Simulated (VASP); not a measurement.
Band structure of Al₃Sc (L1_2). These are PBE GGA with spin-orbit coupling, VASP's PBE PAW potentials (set 64) (plane waves; VASP) values and carry that method's errors.

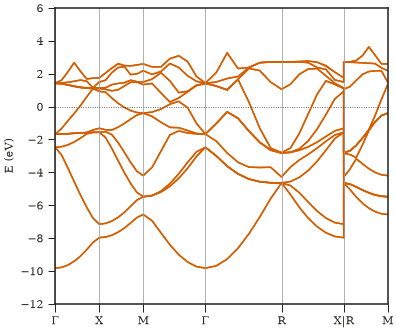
Figure. Bands along high-symmetry lines, zero at the valence-band maximum or, without a gap, the Fermi level

Read the plot: is there a gap, and where are the band edges?

It has no gap at this level: it comes out as a metal or semimetal.

The compound is Al3Sc in the L1_2 structure. It was relaxed first.
